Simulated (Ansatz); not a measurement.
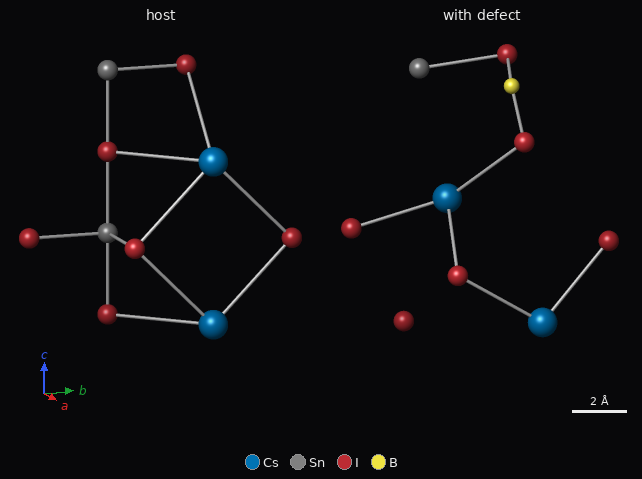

Left: perfect CsSnI₃. Right: the same region with a pair of point defects, after relaxing the atoms in a supercell of 40 sites. A ball-and-stick model of the atoms within 6.0 Å of one point, in a slice 4.2 Å thick across the line of sight, seen slightly off an axis.

The calculation used Ansatz, DFT, PBEsol, PAW, plane waves. (plane-wave cutoff 420 eV; k-point mesh 1 × 1 × 1; mesh shifted by (0.25, 0.25, 0.25); collinear spin) Fermi-Dirac smearing of 0.01 eV. The axes drawn are those of the host's conventional cell.

What kind of defect was made?

A caesium atom is replaced by boron and a tin atom is replaced by caesium, the two sites 5.3 Å apart.

The charge state of the cell is 0.

How does the lattice respond?

In the host the Cs atom has ; the B atom ends with 3 I at 2.15 to 2.25 Å. In the host the Sn atom has 6 I at 3.08 Å; the Cs atom ends with 5 I at 3.63 to 3.99 Å. Of the host's atoms, an iodine atom moves furthest from its site, by 4.04 Å. The B atom itself moves 2.94 Å from where it was put. The Cs atom itself moves 1.61 Å from where it was put. The cell's net moment is 1.00 μB.
